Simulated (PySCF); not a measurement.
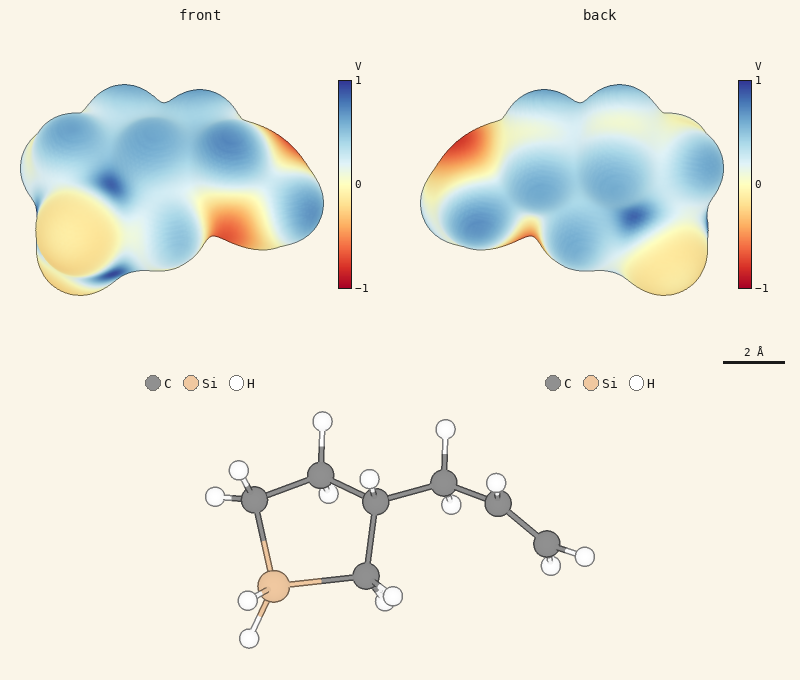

Figure 1: C₇H₁₄Si (SMILES C=CC[C@H]1CC[SiH2]C1). The molecular electrostatic potential painted on the density surface at 0.002 e/bohr³, seen from the front and from behind; red is negative and blue positive. The bare structure is drawn below in the same view.

Geometry: PBE0-D3(BJ)/def2-SVP.

Level of theory: CAM-B3LYP/def2-SVPD, SCF density, gas phase (PySCF 2.14.0).

Input

```
{"job": {"kind": "uv", "xc": "CAM-B3LYP", "basis": "def2-SVPD", "ip": true}, "charge": 0, "multiplicity": 1}
C      3.394711    -0.136349    -1.011588
C      2.505554    -0.868930    -0.340008
C      1.701775    -0.404590     0.831472
C      0.190484    -0.466685     0.596105
C     -0.616021    -0.096900     1.848606
C     -2.112452    -0.092588     1.505953
Si    -2.150161     0.614758    -0.258265
C     -0.285540     0.433975    -0.558005
H      3.943227    -0.546144    -1.863944
H      3.609384     0.900175    -0.730828
H      2.321565    -1.902558    -0.663599
H      1.985770     0.629118     1.095632
H      1.944430    -1.033299     1.708167
H     -0.068535    -1.512868     0.338910
H     -0.383315    -0.780028     2.682847
H     -0.304783     0.912090     2.176948
H     -2.504205    -1.123734     1.487246
H     -2.716597     0.465619     2.236410
H     -2.615366     2.036224    -0.324457
H     -3.000022    -0.187856    -1.193397
H      0.192150     1.426605    -0.472575
H     -0.006186     0.036991    -1.544793
```

Launched as:

```sh
OMP_NUM_THREADS=1 python probes_run.py task.json out
```

Where is the surface potential most negative and most positive?

Answer. The most negative region (about −0.7 V) lies over the π face of C1 and C2, the most positive (about +0.9 V) over Si7.
